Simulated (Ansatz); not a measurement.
Electronic density of states of amorphous Si₂₄O₂₄S₂₄, density 2.10 g/cm³, on a 2×2×2 Γ-centred mesh with a Gaussian width of 0.1 eV; energies count from the Fermi level, whose place inside the gap is arbitrary. Cell and mesh are small, so fine structure isn't converged. Level of theory: PBE, scalar-relativistic without spin-orbit coupling (plane waves to 420 eV, PAW; Ansatz, an electronic-structure program). Sampling: a 2×2×2 Γ-centred mesh; Fermi-Dirac width 0.02 eV; no spin polarisation. At PBE the levels at the filled edge of the gap are localised (band-tail or defect states), and the nearest spread-out levels lie 2.3 eV apart at the zone centre.

It comes from a melt-quench run on a machine-learned potential (CHGNet), relaxed afterwards by DFT. O atoms were pushed apart under 1.9 Å during the dynamics, to hinder bonds among them. The hot cell started wider than the set density and was brought back towards it in steps. It is the lowest in DFT energy of 2 quenches. It is a model cell: composition and starting density were chosen by hand, and all elements were melted together. No dispersion term was used. Its density started from a set value of 2.10 and ended at 2.10 g/cm³. Cooling (nominally 400 K/ps over its main leg) ran many orders faster than in experiment, which tends to leave more defects and strain. Values belong to this one cell and scatter from quench to quench. The volume was held where the preparation left it, at a PBE pressure of 1.7 GPa. Stress components on the final sampling reach 2.5 GPa.

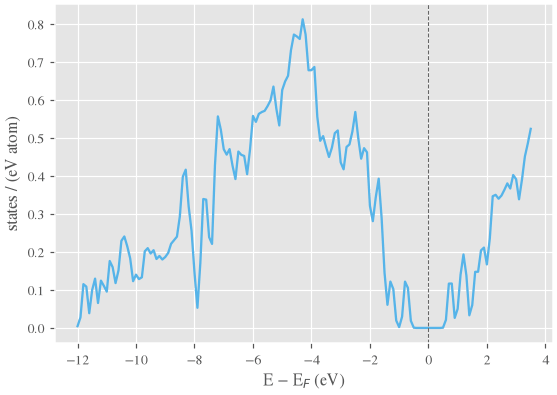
Density of states per atom

The level gap on this mesh is 1.47 eV; the broadening fills part of it in the curve.
